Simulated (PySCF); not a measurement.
# GeH₃Br: electronic excitations at several levels of theory, part 2 of 2

PySCF 2.14.0. Atoms count from 0.

## 10. Ultraviolet spectrum: PBE0/def2-SVP

The job: settings as JSON, then the geometry in Å.

```
{"job": {"kind": "uv", "xc": "PBE0", "basis": "def2-SVP"}, "charge": 0, "multiplicity": 1}
Ge     0.124360     0.170165    -0.052874
Br     2.432269     0.225429     0.080510
H     -0.392962    -0.486680     1.233426
H     -0.360132     1.620734    -0.176425
H     -0.245309    -0.654874    -1.292603
```

Method: TDDFT PBE0/def2-SVP, vertical, gas phase, core orbitals frozen in the response.

The program printed:

```text
coarse grid: 22168 points
cycle   1  E = -4651.8301283276  dE = -1.704e+00  |g| = 3.906e-01  |ddm| = 2.062e+00
cycle   2  E = -4651.8202175260  dE =  9.911e-03  |g| = 4.640e-01  |ddm| = 7.606e-01
cycle   3  E = -4651.8541153101  dE = -3.390e-02  |g| = 3.224e-02  |ddm| = 4.264e-01
cycle   4  E = -4651.8542149100  dE = -9.960e-05  |g| = 5.585e-03  |ddm| = 2.303e-02
cycle   5  E = -4651.8542191829  dE = -4.273e-06  |g| = 1.972e-03  |ddm| = 9.665e-03
final grid: 42232 points
cycle   6  E = -4651.8541917471  dE =  2.045e-07  |g| = 2.355e-03  |ddm| = 6.354e-03
cycle   7  E = -4651.8541912930  dE =  4.541e-07  |g| = 2.881e-03  |ddm| = 6.872e-03
cycle   8  E = -4651.8541931885  dE = -1.896e-06  |g| = 2.354e-04  |ddm| = 3.477e-03
cycle   9  E = -4651.8541931951  dE = -6.510e-09  |g| = 2.619e-05  |ddm| = 1.634e-04
cycle  10  E = -4651.8541931953  dE = -2.019e-10  |g| = 7.791e-07  |ddm| = 3.549e-05
converged SCF energy = -4651.8541931953

Static polarisability (au): isotropic 42.998, principal 36.949 36.965 55.080

Singlet excitations
state   eV       nm        f      main configurations
  1   6.1776    200.7   0.00803   H->L 0.99
  2   6.1788    200.7   0.00808   H-1->L 0.99
  3   8.1229    152.6   0.00356   H->L+1 0.80, H-1->L+1 0.10
  4   8.1252    152.6   0.00371   H-1->L+1 0.80, H->L+1 0.10
  5   8.2269    150.7   0.00000   H-1->L+2 0.44, H->L+3 0.41
  6   8.3030    149.3   0.01871   H-2->L 0.35, H->L+2 0.29, H-1->L+3 0.26
  7   8.3523    148.4   0.01121   H-1->L+3 0.36, H->L+2 0.33, H->L+3 0.12
  8   8.3539    148.4   0.01137   H->L+3 0.36, H-1->L+2 0.34, H-1->L+3 0.12
  9   8.5678    144.7   0.00218   H-3->L 0.93
 10   8.5703    144.7   0.00218   H-4->L 0.93

Triplet excitations (Tamm-Dancoff, eV): 5.6705 5.6712 7.1663 7.6666
```

Wall time 4.9 s (1 thread of Intel Xeon Platinum 8259CL at 2.50GHz, shared host); peak memory 0.44 GiB.

In short: HOMO -8.13 eV, LUMO -0.45 eV; lowest singlet 6.18 eV.

## 11. TDDFT and polarisability: PBE0/def2-TZVP

The job: settings as JSON, then the geometry in Å.

```
{"job": {"kind": "uv", "xc": "PBE0", "basis": "def2-TZVP"}, "charge": 0, "multiplicity": 1}
Ge     0.124360     0.170165    -0.052874
Br     2.432269     0.225429     0.080510
H     -0.392962    -0.486680     1.233426
H     -0.360132     1.620734    -0.176425
H     -0.245309    -0.654874    -1.292603
```

Level: TDDFT PBE0/def2-TZVP, vertical, gas phase, core orbitals frozen in the response.

The program printed:

```text
coarse grid: 22168 points
cycle   1  E = -4652.3901826454  dE = -1.666e+00  |g| = 6.908e-01  |ddm| = 1.751e+00
cycle   2  E = -4652.3730988581  dE =  1.708e-02  |g| = 7.965e-01  |ddm| = 6.594e-01
cycle   3  E = -4652.4298947826  dE = -5.680e-02  |g| = 6.995e-02  |ddm| = 3.854e-01
cycle   4  E = -4652.4303345372  dE = -4.398e-04  |g| = 9.290e-03  |ddm| = 3.844e-02
cycle   5  E = -4652.4303488035  dE = -1.427e-05  |g| = 4.093e-03  |ddm| = 1.288e-02
cycle   6  E = -4652.4303539645  dE = -5.161e-06  |g| = 2.308e-04  |ddm| = 4.677e-03
final grid: 42232 points
cycle   7  E = -4652.4303467621  dE = -7.745e-09  |g| = 2.579e-04  |ddm| = 5.664e-04
cycle   8  E = -4652.4303467556  dE =  6.437e-09  |g| = 3.547e-04  |ddm| = 4.921e-04
cycle   9  E = -4652.4303467779  dE = -2.227e-08  |g| = 2.184e-05  |ddm| = 2.470e-04
cycle  10  E = -4652.4303467780  dE = -1.437e-10  |g| = 5.434e-06  |ddm| = 2.661e-05
converged SCF energy = -4652.4303467780

Static polarisability (au): isotropic 50.320, principal 43.702 43.715 63.544

Singlet excitations
state   eV       nm        f      main configurations
  1   6.1191    202.6   0.01475   H->L 0.99
  2   6.1203    202.6   0.01481   H-1->L 0.99
  3   7.7309    160.4   0.00267   H->L+1 0.95
  4   7.7321    160.3   0.00268   H-1->L+1 0.95
  5   8.1598    151.9   0.00000   H-1->L+2 0.44, H->L+3 0.42
  6   8.1988    151.2   0.02613   H-2->L 0.36, H->L+2 0.28, H-1->L+3 0.26
  7   8.2753    149.8   0.00674   H-1->L+3 0.45, H->L+2 0.42
  8   8.2759    149.8   0.00682   H->L+3 0.44, H-1->L+2 0.43
  9   8.4415    146.9   0.00524   H-3->L 0.95
 10   8.4442    146.8   0.00528   H-4->L 0.95

Triplet excitations (Tamm-Dancoff, eV): 5.6334 5.6341 7.0453 7.3733
```

It took 7.7 s on 1 thread of Intel Xeon Platinum 8259CL at 2.50GHz, shared host; peak memory 0.49 GiB.

In short: HOMO -8.27 eV, LUMO -0.65 eV; lowest singlet 6.12 eV.

## 12. Run by run: electronic excitations

Excitations and ground-state properties, with basis size and wall time:

| run | lowest singlet (eV) | brightest (eV) | f | gap (eV) | α (Å³) | μ (D) | functions | time |
| --- | --- | --- | --- | --- | --- | --- | --- | --- |
| PBE/def2-SVPD | 5.49 | 5.49 | 0.014 | 5.29 | 8.35 | 1.81 | 103 | 34 s |
| B3LYP/def2-SVPD | 5.78 | 5.78 | 0.015 | 6.85 | 8.16 | 1.90 | 103 | 15 s |
| PBE0/def2-SVPD | 5.98 | 5.98 | 0.015 | 7.39 | 8.06 | 1.93 | 103 | 16 s |
| BHandHLYP/def2-SVPD | 6.33 | 8.43 | 0.094 | 9.28 | 7.87 | 2.02 | 103 | 13 s |
| CAM-B3LYP/def2-SVPD | 6.09 | 8.20 | 0.063 | 9.57 | 8.04 | 1.99 | 103 | 23 s |
| wB97X-D/def2-SVPD | 6.22 | 8.33 | 0.070 | 10.93 | 8.02 | 2.01 | 103 | 16 s |
| LC-wPBE/def2-SVPD | 6.49 | 8.71 | 0.180 | 12.08 | 7.84 | 2.05 | 103 | 22 s |
| PBE0/6-31G* | 6.04 | 8.44 | 0.192 | 7.49 | 6.07 | 2.15 | 70 | 4.7 s |
| PBE0/def2-SVP | 6.18 | 8.30 | 0.019 | 7.69 | 6.37 | 1.90 | 79 | 4.9 s |
| PBE0/def2-TZVP | 6.12 | 8.20 | 0.026 | 7.62 | 7.46 | 1.89 | 114 | 7.7 s |

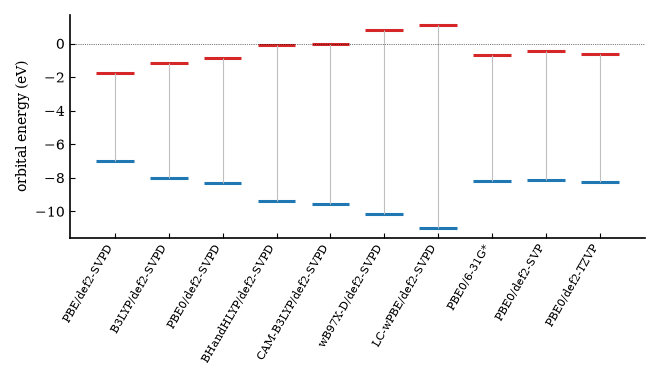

HOMO (blue) and LUMO (red) run by run.

## 13. Summary of results

This closing draws on all 2 parts.

| quantity | value |
| --- | --- |
| lowest singlet (PBE/def2-SVPD) | 5.49 eV (226 nm), f = 0.014 |
| brightest single state of those computed | state 2, 5.49 eV, f = 0.014 |
| lowest triplet | 5.08 eV |
| vertical ionisation energy (ΔSCF) | 10.42 eV |
| vertical electron affinity (ΔSCF) | -0.52 eV (unbound: the value hangs on the basis) |
| range of the lowest singlet | 5.49 to 6.49 eV |

Single values in the summary come from the first run of each kind that ended normally (PBE/def2-SVPD), which need not be the best level. The first singlet state (HOMO→LUMO 0.99) lies at 5.49 eV and is weak; of the 10 states computed, the strongest absorption comes from states 1 to 2 together at 5.49 eV. The lowest triplet lies 0.41 eV below the lowest singlet (triplets in Tamm-Dancoff, singlets in full TDDFT). The orbital energy would give 7.02 eV for ionisation, ΔSCF gives 10.42 eV. The lowest singlet runs from 5.49 eV (PBE/def2-SVPD) to 6.49 eV (LC-wPBE/def2-SVPD), while the orbital gap spans 5.29 to 12.08 eV. The lowest state need not be the same one in every run. The runs solved for a few states only, so the brightest column depends on that window.
